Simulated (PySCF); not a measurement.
## Electronic structure of C7H14Si2 in real space

Input

```
{"job": {"kind": "nmr", "xc": "PBE0", "basis": "pcSseg-1"}, "charge": 0, "multiplicity": 1}
C      2.581120    -0.106419    -1.059560
C      1.294502    -0.435781    -1.114911
C      0.377204    -0.498493     0.071932
C     -0.861208     0.351630    -0.192327
C     -1.843246    -0.140022    -1.276597
C     -3.006289     0.049242    -0.292087
C     -1.995155     0.261471     0.844504
Si     1.317412     0.020894     1.673761
Si     3.340758     0.314981     0.612501
H      3.160088    -0.089555    -1.973229
H      0.825103    -0.676657    -2.064776
H      0.038879    -1.539012     0.165369
H     -0.555365     1.385964    -0.368910
H     -1.685601    -1.184205    -1.543978
H     -1.887508     0.453066    -2.188542
H     -3.675963    -0.801587    -0.179597
H     -3.601058     0.936145    -0.502398
H     -1.894597    -0.607531     1.492319
H     -2.148748     1.143596     1.462231
H      1.183134    -1.051550     2.668890
H      0.664992     1.198304     2.258045
H      4.431741    -0.616272     0.931381
H      3.935052     1.658777     0.586057
```

Run with:

```sh
OMP_NUM_THREADS=1 python probes_run.py task.json out
```

Geometry: GFN2-xTB.

Theory: PBE0/pcSseg-1, SCF density, gas phase, non-relativistic (PySCF).

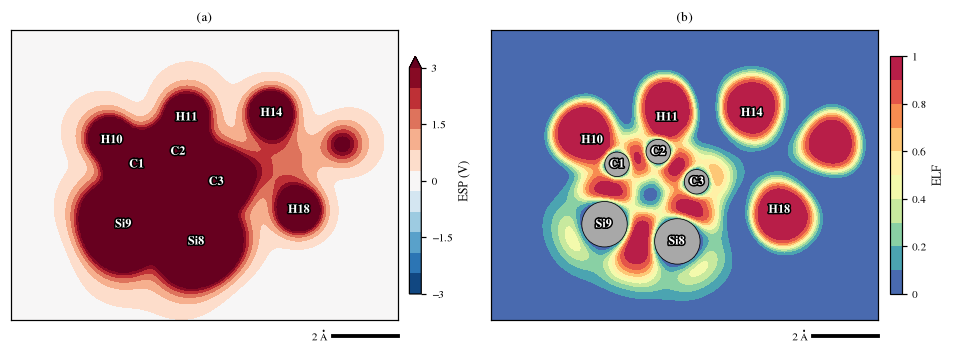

Figure 1. (a) electrostatic potential; (b) ELF on the plane of atoms C3, Si8 and Si9. Grey discs cover the atomic cores in the ELF map.

What does the map show?

Answer. The plane passes through C, Si and H nuclei.
C–C (1.33 Å): the ELF peaks at about 0.90 between the atoms; a short, multiple covalent bond.
C–Si (1.88 Å): the ELF peaks at about 0.95 between the atoms (a covalent bond).
Si–Si (2.30 Å): the ELF peaks at about 1 between the atoms (a covalent bond).
C–H (1.08 Å): the ELF climbs to about 1 towards the hydrogen, as it does in any bond to H: an ordinary covalent bond to hydrogen.
C–C (1.50 Å): the ELF peaks at about 0.95 between the atoms; a covalent bond.
The potential has no marked negative region in this plane.

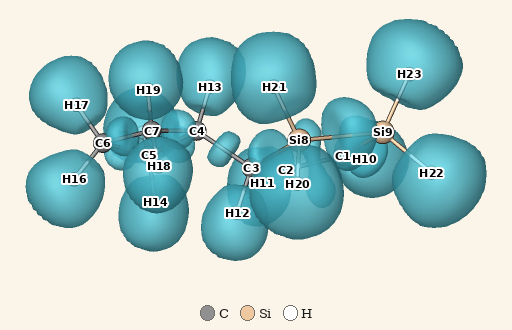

Figure 2. Isosurface of the ELF at 0.8 (cyan), seen from one side. Only the valence region is drawn (cores and ρ < 0.01 e/Å³ removed).

Where are the electrons localised?

Answer. The surface consists of seven regions between bonded C–C atoms (shared pairs), two regions between bonded C–Si atoms (shared pairs), one region between bonded Si–Si atoms (shared pairs) and 14 regions around hydrogen nuclei.

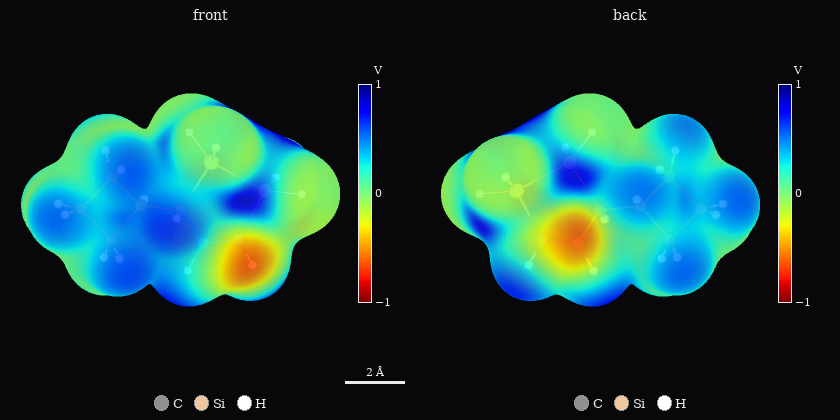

Figure 3. The molecular electrostatic potential painted on the density surface at 0.002 e/bohr³, seen from the front and from behind; the colour scale runs from red (negative) to blue (positive).

Which sites attract a positive test charge, and which a negative one?

Answer. A positive charge is drawn to the negative regions and a negative charge to the positive ones. The most negative region (about −0.6 V) lies over the π face of C1 and C2, the most positive (about +0.9 V) over Si8 and Si9.

How polar is the molecule by this calculation?

Answer. Its dipole moment is 0.93 D.
